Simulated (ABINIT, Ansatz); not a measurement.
## How the form of the self-energy moves the gap of CsCaBr3 (Pm-3m)

Wanted: the gap of CsCaBr3 (Pm-3m) under several approximations, with cost.

Calculated with ABINIT 10.8.3; LDA and many-body steps on it, plane waves.

## Step 1: The structure

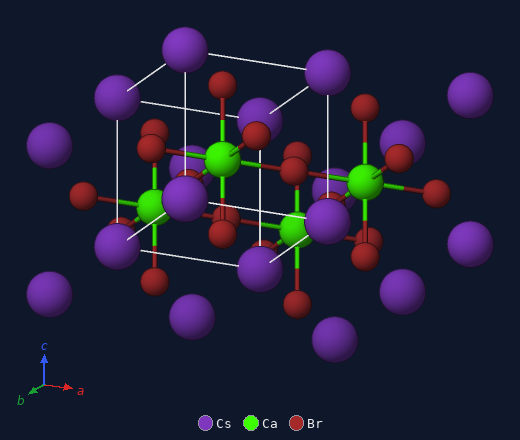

The starting structure, seen from a free direction (caesium purple, calcium green, bromine red). 2×2×1 cells are drawn. Some periodic images of atoms are drawn too.

The cell and positions are those that the Materials Project relaxed with its own functionals (PBE, PBE+U or r2SCAN), kept fixed. Spin-orbit coupling is left out unless a step names it.

## Step 2: Empty states on the mesh, 2×2×2 mesh, 631 bands

This step: ABINIT 10.8.3; DFT, LDA, plane waves, norm-conserving pseudopotentials.

The sums over transitions need many empty states on a uniform mesh; this step solves for them.

Contents of run.abi:

```
acell 3*1.0 Angstrom
rprim 
  5.708665730000 0.000000000000 0.000000000000
  0.000000000000 5.708665730000 0.000000000000
  0.000000000000 0.000000000000 5.708665730000
ntypat 3
znucl 55 20 35
natom 5
typat 1 2 3 3 3
xred 
  0.000000000000 0.000000000000 0.000000000000
  0.500000000000 0.500000000000 0.500000000000
  0.500000000000 0.000000000000 0.500000000000
  0.000000000000 0.500000000000 0.500000000000
  0.500000000000 0.500000000000 0.000000000000
pp_dirpath "pseudos"
pseudos "Cs.upf, Ca.upf, Br.upf"
ecut 30
ngkpt 2 2 2
nshiftk 1
shiftk 0 0 0
kptopt 1
chksymbreak 0
iscf -2
irdden 1
istwfk *1
nband 631
nbdbuf 56
tolwfr 1e-09
nstep 60
prtvol 0
indata_prefix "in"
outdata_prefix "out"
tmpdata_prefix "tmp"
```

Started as:

```sh
OMP_NUM_THREADS=1 mpirun -n 4 abinit run.abi > log
```

Numbers of over 12 decimals in the logs are rounded to 6 here.

The program printed:

```text
.Version 10.8.3 of ABINIT. v10.8.2 released Aug 2026.

 Symmetries : space group Pm -3 m (#221); Bravais cP (primitive cubic)
[... echo of the input left out ...]
== DATASET  1 ==================================================================
-   mpi_nproc: 4, omp_nthreads: 1 (-1 if OMP is not activated)

--- !DatasetInfo
iteration_state: {dtset: 1, }
dimensions: {natom: 5, nkpt: 4, mband: 631, nsppol: 1, nspinor: 1, nspden: 1, mpw: 9952, }
cutoff_energies: {ecut:  30.0, pawecutdg:  -1.0, }
[...]
4.35160    4.35174    4.36227    4.36227    4.36227    4.37359    4.37359    4.37359
   4.39670    4.39670    4.39670    4.41007    4.42569    4.42570    4.47419    4.47424
   4.47482    4.51483    4.51538    4.51630    4.51759    4.52204    4.54366
 prteigrs : prtvol=0 or 1, do not print more k-points.

== END DATASET(S) ==============================================================
================================================================================

 -outvars: echo values of variables after computation  --------
            nband         631
             nkpt           4
          spgroup         221
 [... the other variables as echoed above ...]

 Calculation completed.
```

It took 12 min on 4 MPI ranks of Arm Neoverse V1, shared host; peak memory 0.81 GiB.

Numbers from this step:

- gap: 4.079 eV
- k of the valence top: 0.5, 0.5, 0.5
- k of the conduction bottom: 0, 0, 0
- least direct gap: 4.333 eV
- k points computed: 4
- lowest point of the top converged band, above the valence top: 113.8924 eV

On this mesh the gap is 4.079 eV.

The density comes from a self-consistent run that is not shown.

## Step 3: Screening, 2×2×2 mesh, 246 bands, screening to 141.5 eV

The RPA dielectric matrix is built and inverted for each q.

This step: RPA screening on LDA, plane waves, norm-conserving pseudopotentials.

run.abi: that of step 2 with these lines changed.

```diff
@@ -23,10 +23,11 @@
 chksymbreak 0
-iscf -2
-irdden 1
 istwfk *1
-nband 631
-nbdbuf 56
-tolwfr 1e-09
-nstep 60
-prtvol 0
+occopt 1
+irdwfk 1
+optdriver 3
+nband 246
+ecuteps 5.2
+inclvkb 2
+awtr 1
+symchi 1
 indata_prefix "in"
```

The program printed:

```text
.Version 10.8.3 of ABINIT. v10.8.2 released Aug 2026.

 Symmetries : space group Pm -3 m (#221); Bravais cP (primitive cubic)
[... echo of the input left out ...]
== DATASET  1 ==================================================================
-   mpi_nproc: 4, omp_nthreads: 1 (-1 if OMP is not activated)

--- !DatasetInfo
iteration_state: {dtset: 1, }
dimensions: {natom: 5, nkpt: 4, mband: 246, nsppol: 1, nspinor: 1, nspden: 1, mpw: 9952, }
cutoff_energies: {ecut:  30.0, pawecutdg:  -1.0, }
electrons: {nelect:   4.00000000E+01, charge:   0.00000000E+00, occopt:   1.00000000E+00, tsmear:   1.00000000E-02, }

 SCREENING: Calculation of the susceptibility and dielectric matrices

 Based on a program developped by R.W. Godby, V. Olevano, G. Onida, and L. Reining.
 Incorporated in ABINIT by V. Olevano, G.-M. Rignanese, and M. Torrent.
.Using double precision arithmetic ; gwpc =  8

[... cell and pseudopotentials left out ...]
--------------------------------------------------------------------------------

 ==== K-mesh for the wavefunctions ====
 Number of points in the irreducible wedge :     4
[... list of points left out ...]
 Together with 48 symmetry operations and time-reversal symmetry
 yields     8 points in the full Brillouin Zone.

 ==== Q-mesh for the screening function ====
 Number of points in the irreducible wedge :     4
[... list of points left out ...]
 Together with 48 symmetry operations and time-reversal symmetry
 yields     8 points in the full Brillouin Zone.

 setmesh: FFT mesh size selected  =    40x   40x   40
          total number of points  =        64000

 vcoul_init : cutoff-mode = AUXILIARY_FUNCTION
 q-points for optical limit:   1
     1)      0.000010    0.000020    0.000030

- screening: taking advantage of time-reversal symmetry
- Maximum band index for partially occupied states nbvw = 20
- Remaining bands to be divided among processors   nbcw = 226
- Number of bands treated by each node ~56

 Number of electrons calculated from density =   40.0000; Expected =   40.0000
 average of density, n =  0.031861
 r_s =    1.9568
 omega_plasma =   17.2181 [eV]

 calculating chi0 at frequencies [eV] :
  1    0.000000E+00    0.000000E+00
  2    0.000000E+00    1.721811E+01

--------------------------------------------------------------------------------
  q-point number  1        q = ( 0.000000, 0.000000, 0.000000) [r.l.u.]
--------------------------------------------------------------------------------
[... chi0 elements left out ...]
 For q-point:  0.000010 0.000020 0.000030
  dielectric constant =   3.2033
  dielectric constant without local fields =   3.7814

  Average fulfillment of the sum rule on Im[epsilon] for q-point    1 :     82.13  [%]
[... wings left out ...]
  q-point number  2        q = ( 0.500000, 0.000000, 0.000000) [r.l.u.]
--------------------------------------------------------------------------------
[... chi0 elements left out ...]
  Average fulfillment of the sum rule on Im[epsilon] for q-point    2 :     86.45  [%]

 [... 2 further q-points ...]
```

Wall time 93 s (4 MPI ranks); peak memory 2.2 GiB; 6.2 min of CPU time.

This step gave:

* ε∞ with local fields, on this mesh, along the program's q direction: 3.203
* the same without local fields: 3.781
* plasma frequency: 17.22 eV
* plane waves in the screening matrix: 739

Local fields lower ε∞ by 15 %. On a Γ-centred mesh this coarse the value itself is usually too large, while a short band sum pulls it down.

## Step 4: G0W0, Godby-Needs plasmon pole

The self-energy is evaluated for the states that the input lists, and the levels follow from it, in one-shot runs by the linearised quasiparticle equation.

This step: G0W0 on LDA, plane waves, norm-conserving pseudopotentials.

run.abi: that of step 3 with these lines changed.

```diff
@@ -26,8 +26,17 @@
 irdwfk 1
-optdriver 3
+optdriver 4
 nband 246
+gwcalctyp 0
+ecutsigx 30
+symsigma 1
+nkptgw 2
+kptgw 
+  0.5000000000 0.5000000000 0.5000000000
+  0.0000000000 0.0000000000 0.0000000000
+bdgw 
+  18 23
+  18 24
 ecuteps 5.2
-inclvkb 2
-awtr 1
-symchi 1
+irdscr 1
+ppmodel 1
 indata_prefix "in"
```

The program printed:

```text
.Version 10.8.3 of ABINIT. v10.8.2 released Aug 2026.

 Symmetries : space group Pm -3 m (#221); Bravais cP (primitive cubic)
[... echo of the input left out ...]
== DATASET  1 ==================================================================
-   mpi_nproc: 4, omp_nthreads: 1 (-1 if OMP is not activated)

--- !DatasetInfo
iteration_state: {dtset: 1, }
dimensions: {natom: 5, nkpt: 4, mband: 246, nsppol: 1, nspinor: 1, nspden: 1, mpw: 9952, }
cutoff_energies: {ecut:  30.0, pawecutdg:  -1.0, }
electrons: {nelect:   4.00000000E+01, charge:   0.00000000E+00, occopt:   1.00000000E+00, tsmear:   1.00000000E-02, }

 SIGMA: Calculation of the GW corrections

 Based on a program developped by R.W. Godby, V. Olevano, G. Onida, and L. Reining.
 Incorporated in ABINIT by V. Olevano, G.-M. Rignanese, and M. Torrent.
.Using double precision arithmetic ; gwpc =  8

[... cell and pseudopotentials left out ...]
--------------------------------------------------------------------------------

 ==== K-mesh for the wavefunctions ====
 Number of points in the irreducible wedge :     4
[... list of points left out ...]
 Together with 48 symmetry operations and time-reversal symmetry
 yields     8 points in the full Brillouin Zone.

 ==== Q-mesh for screening function ====
 Number of points in the irreducible wedge :     4
[... list of points left out ...]
 Together with 48 symmetry operations and time-reversal symmetry
 yields     8 points in the full Brillouin Zone.

 vcoul_init : cutoff-mode = AUXILIARY_FUNCTION
 q-points for optical limit:   1
     1)      0.000010    0.000020    0.000030
 setmesh: FFT mesh size selected  =    54x   54x   54
          total number of points  =       157464

 Number of electrons calculated from density =   40.0000; Expected =   40.0000
 average of density, n =  0.031861
 r_s =    1.9568
 omega_plasma =   17.2181 [eV]

 === KS Band Gaps ===
  >>>> For spin  1
   Minimum direct gap =   4.3325 [eV], located at k-point      :   0.0000  0.0000  0.0000
   Fundamental gap    =   4.0789 [eV], Top of valence bands at :   0.5000  0.5000  0.5000
                                       Bottom of conduction at :   0.0000  0.0000  0.0000
 SIGMA fundamental parameters:
 PLASMON POLE MODEL  1
 number of plane-waves for SigmaX                 9795
 number of plane-waves for SigmaC and W            739
 number of plane-waves for wavefunctions          9795
 number of bands                                   246
 number of independent spin polarizations            1
 number of spinorial components                      1
 number of k-points in IBZ                           4
 number of q-points in IBZ                           4
 number of symmetry operations                      48
 number of k-points in BZ                            8
 number of q-points in BZ                            8
 number of frequencies for dSigma/dE                 9
 frequency step for dSigma/dE [eV]                0.25
 number of omega for Sigma on real axis              0
 max omega for Sigma on real axis  [eV]           0.00
 zcut for avoiding poles [eV]                     0.10

 EPSILON^-1 parameters (SCR file):
 dimension of the eps^-1 matrix on file            739
 dimension of the eps^-1 matrix used               739
 number of plane-waves for wavefunctions          9795
 number of bands                                   246
 number of q-points in IBZ                           4
 number of frequencies                               2
 number of real frequencies                          1
 number of imag frequencies                          1

 matrix elements of self-energy operator (all in [eV])

 Perturbative Calculation

--- !SelfEnergy_ee
iteration_state: {dtset: 1, }
kpoint     : [   0.500,    0.500,    0.500, ]
spin       : 1
KS_gap     :    5.719
QP_gap     :    8.059
Delta_QP_KS:    2.340
data: !SigmaeeData |
     Band     E0 <VxcDFT>   SigX SigC(E0)      Z dSigC/dE  Sig(E)    E-E0       E
       18   0.587 -12.794 -16.353   2.055   0.801  -0.248 -13.999  -1.205  -0.619
       19   0.587 -12.794 -16.353   2.055   0.801  -0.248 -13.999  -1.205  -0.619
       20   0.587 -12.794 -16.353   2.055   0.801  -0.248 -13.999  -1.205  -0.619
       21   6.306  -7.934  -3.495  -3.098   0.846  -0.183  -6.800   1.134   7.440
       22   6.306  -7.934  -3.495  -3.098   0.846  -0.183  -6.800   1.134   7.440
       23   6.306  -7.934  -3.495  -3.098   0.846  -0.183  -6.800   1.134   7.440

--- !SelfEnergy_ee
iteration_state: {dtset: 1, }
kpoint     : [   0.000,    0.000,    0.000, ]
spin       : 1
KS_gap     :    4.332
QP_gap     :    6.582
Delta_QP_KS:    2.249
data: !SigmaeeData |
     Band     E0 <VxcDFT>   SigX SigC(E0)      Z dSigC/dE  Sig(E)    E-E0       E
[...]
22   5.101 -11.208  -5.425  -3.508   0.827  -0.210  -9.328   1.880   6.981
       23   5.101 -11.208  -5.425  -3.508   0.827  -0.210  -9.328   1.880   6.981
       24   5.101 -11.208  -5.425  -3.508   0.827  -0.210  -9.328   1.880   6.981

== END DATASET(S) ==============================================================
================================================================================

 -outvars: echo values of variables after computation  --------
           etotal      0.0000000000E+00
            nband         246
             nkpt           4
          spgroup         221
 [... the other variables as echoed above ...]

 Calculation completed.
```

Run time: 87 s. Hardware: 4 MPI ranks; peak memory 2.3 GiB.

Numbers from this step:

```
G0W0 gap on the points computed              : 6.328 eV
starting gap on the mesh                     : 4.079 eV
k of the valence top                         : 0.5, 0.5, 0.5
k of the conduction bottom                   : 0, 0, 0
Z at the valence top                         : 0.801
Z at the conduction bottom                   : 0.85
least direct G0W0 gap on the computed points : 6.582 eV
```

The gap on the mesh goes from 4.08 eV to 6.33 eV, a correction of +2.25 eV.

## Step 5: G0W0, von der Linden-Horsch plasmon pole

run.abi: that of step 4 with these lines changed.

```diff
@@ -40,3 +40,3 @@
 irdscr 1
-ppmodel 1
+ppmodel 3
 indata_prefix "in"
```

The program printed:

```text
.Version 10.8.3 of ABINIT. v10.8.2 released Aug 2026.

 Symmetries : space group Pm -3 m (#221); Bravais cP (primitive cubic)
[... echo of the input left out ...]
== DATASET  1 ==================================================================
-   mpi_nproc: 4, omp_nthreads: 1 (-1 if OMP is not activated)

--- !DatasetInfo
iteration_state: {dtset: 1, }
dimensions: {natom: 5, nkpt: 4, mband: 246, nsppol: 1, nspinor: 1, nspden: 1, mpw: 9952, }
cutoff_energies: {ecut:  30.0, pawecutdg:  -1.0, }
electrons: {nelect:   4.00000000E+01, charge:   0.00000000E+00, occopt:   1.00000000E+00, tsmear:   1.00000000E-02, }

 SIGMA: Calculation of the GW corrections

 Based on a program developped by R.W. Godby, V. Olevano, G. Onida, and L. Reining.
 Incorporated in ABINIT by V. Olevano, G.-M. Rignanese, and M. Torrent.
.Using double precision arithmetic ; gwpc =  8

[... cell and pseudopotentials left out ...]
--------------------------------------------------------------------------------

 ==== K-mesh for the wavefunctions ====
 Number of points in the irreducible wedge :     4
[... list of points left out ...]
 Together with 48 symmetry operations and time-reversal symmetry
 yields     8 points in the full Brillouin Zone.

 ==== Q-mesh for screening function ====
 Number of points in the irreducible wedge :     4
[... list of points left out ...]
 Together with 48 symmetry operations and time-reversal symmetry
 yields     8 points in the full Brillouin Zone.

 vcoul_init : cutoff-mode = AUXILIARY_FUNCTION
 q-points for optical limit:   1
     1)      0.000010    0.000020    0.000030
 setmesh: FFT mesh size selected  =    54x   54x   54
          total number of points  =       157464

 Number of electrons calculated from density =   40.0000; Expected =   40.0000
[...]
number of omega for Sigma on real axis              0
 max omega for Sigma on real axis  [eV]           0.00
 zcut for avoiding poles [eV]                     0.10

 EPSILON^-1 parameters (SCR file):
 dimension of the eps^-1 matrix on file            739
 dimension of the eps^-1 matrix used               739
 number of plane-waves for wavefunctions          9795
 number of bands                                   246
 number of q-points in IBZ                           4
 number of frequencies                               2
 number of real frequencies                          1
 number of imag frequencies                          1

 matrix elements of self-energy operator (all in [eV])

 Perturbative Calculation

--- !SelfEnergy_ee
iteration_state: {dtset: 1, }
kpoint     : [   0.500,    0.500,    0.500, ]
spin       : 1
KS_gap     :    5.719
QP_gap     :    8.183
Delta_QP_KS:    2.464
data: !SigmaeeData |
     Band     E0 <VxcDFT>   SigX SigC(E0)      Z dSigC/dE  Sig(E)    E-E0       E
       18   0.587 -12.794 -16.353   1.759   0.852  -0.174 -14.327  -1.533  -0.946
       19   0.587 -12.794 -16.353   1.759   0.852  -0.174 -14.327  -1.533  -0.946
       20   0.587 -12.794 -16.353   1.759   0.852  -0.174 -14.327  -1.533  -0.946
[...]
--- !SelfEnergy_ee
iteration_state: {dtset: 1, }
kpoint     : [   0.000,    0.000,    0.000, ]
spin       : 1
KS_gap     :    4.332
QP_gap     :    6.694
Delta_QP_KS:    2.362
data: !SigmaeeData |
     Band     E0 <VxcDFT>   SigX SigC(E0)      Z dSigC/dE  Sig(E)    E-E0       E
[...]
23   5.101 -11.208  -5.425  -3.777   0.871  -0.149  -9.462   1.746   6.847
       24   5.101 -11.208  -5.425  -3.777   0.871  -0.149  -9.462   1.746   6.847

== END DATASET(S) ==============================================================
================================================================================

 -outvars: echo values of variables after computation  --------
           etotal      0.0000000000E+00
            nband         246
             nkpt           4
          spgroup         221
 [... the other variables as echoed above ...]

 Calculation completed.
```

It took 38 s on 4 MPI ranks; peak memory 2 GiB; 2.5 min of CPU time.

This step gave:

```
G0W0 gap on the points computed              : 6.441 eV
starting gap on the mesh                     : 4.079 eV
k of the valence top                         : 0.5, 0.5, 0.5
k of the conduction bottom                   : 0, 0, 0
Z at the valence top                         : 0.852
Z at the conduction bottom                   : 0.889
least direct G0W0 gap on the computed points : 6.694 eV
```

Against G0W0 in ABINIT (2×2×2 mesh, 246 bands, screening to 141.5 eV, Godby-Needs plasmon pole), the gap moves by +0.113 eV.

## Step 6: G0W0, Hybertsen-Louie plasmon pole

run.abi: that of step 5 with these lines changed.

```diff
@@ -40,3 +40,3 @@
 irdscr 1
-ppmodel 3
+ppmodel 2
 indata_prefix "in"
```

The program printed:

```text
.Version 10.8.3 of ABINIT. v10.8.2 released Aug 2026.

 Symmetries : space group Pm -3 m (#221); Bravais cP (primitive cubic)
[... echo of the input left out ...]
== DATASET  1 ==================================================================
-   mpi_nproc: 4, omp_nthreads: 1 (-1 if OMP is not activated)

--- !DatasetInfo
iteration_state: {dtset: 1, }
dimensions: {natom: 5, nkpt: 4, mband: 246, nsppol: 1, nspinor: 1, nspden: 1, mpw: 9952, }
cutoff_energies: {ecut:  30.0, pawecutdg:  -1.0, }
[...]
Band     E0 <VxcDFT>   SigX SigC(E0)      Z dSigC/dE  Sig(E)    E-E0       E
[...]
23   5.101 -11.208  -5.425  -3.620   0.860  -0.162  -9.347   1.861   6.962
       24   5.101 -11.208  -5.425  -3.620   0.860  -0.162  -9.347   1.861   6.962

== END DATASET(S) ==============================================================
================================================================================

 -outvars: echo values of variables after computation  --------
           etotal      0.0000000000E+00
            nband         246
             nkpt           4
          spgroup         221
 [... the other variables as echoed above ...]

 Calculation completed.
```

Run time: 84 s. Hardware: 4 MPI ranks; peak memory 2.2 GiB; 5.6 min of CPU time.

Numbers from this step:

| Quantity | Value |
| --- | --- |
| G0W0 gap on the points computed | 6.469 eV |
| starting gap on the mesh | 4.079 eV |
| k of the valence top | 0.5, 0.5, 0.5 |
| k of the conduction bottom | 0, 0, 0 |
| least direct G0W0 gap on the computed points | 6.722 eV |

Against G0W0 in ABINIT (2×2×2 mesh, 246 bands, screening to 141.5 eV, Godby-Needs plasmon pole), the gap moves by +0.141 eV.

(Part 1 of 2 ends here.)

[Paths, hosts, dates, memory and timing lines, banners, echoed tables and standing remarks are left out of the program output.]

[Logs are printed without paths, hosts, clocks, repeated set-up lines and the standing remarks that a program may print on its own settings, such as how far it seeks lower states.]

[Runs of the session that timed out or met a known fault of the program may be left out.]

[Hosts, paths, dates, database ids (printed as entryN), source tags and the programs' standing remarks are cut or masked in the printed files.]

[G0W0 gaps are taken among the corrected bands and points alone; a level outside them can change the order at an edge.]

[Where Ansatz stands beside ABINIT at settings called matched, ABINIT's density can come from a denser mesh and the files from another edition; pairs whose starting gaps differed by over 0.03 eV were left out, so agreement reads better than it is.]
